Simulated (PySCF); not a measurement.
1,3-disilacyclobutane, SMILES C1[SiH2]C[SiH2]1 (C2H8Si2) at its B3LYP/def2-SVP optimised geometry (Å):

```
12

C     -0.7695    -1.2550    -1.7040
Si    -1.5336     0.5015    -1.7110
C     -0.7697     0.8990     0.0000
Si     0.0071    -0.8520     0.0000
H     -0.0471    -1.4533    -2.5114
H     -1.5012    -2.0784    -1.6965
H     -1.0338     1.3752    -2.8154
H     -3.0278     0.5157    -1.7290
H     -0.0473     1.7303     0.0072
H     -1.5013     1.0811     0.8029
H      1.5013    -0.8520     0.0000
H     -0.4712    -1.7303     1.1103
```

Computed with B3LYP/def2-TZVP (PySCF). Cells within 0.4 Å of a nucleus heavier than hydrogen are left out (blank, or x).

Map of the HOMO−1 amplitude (bohr^(-3/2)) on the plane z = 0.0 Å; orbital energy -8.21 eV, overall sign arbitrary:

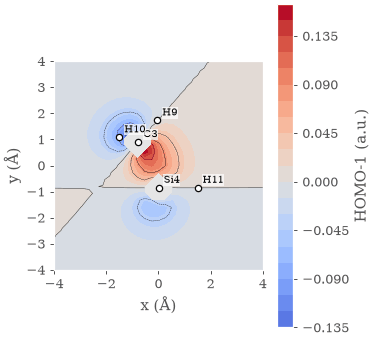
Figure. HOMO−1 amplitude (bohr^(-3/2)) on the plane z = 0.0 Å.
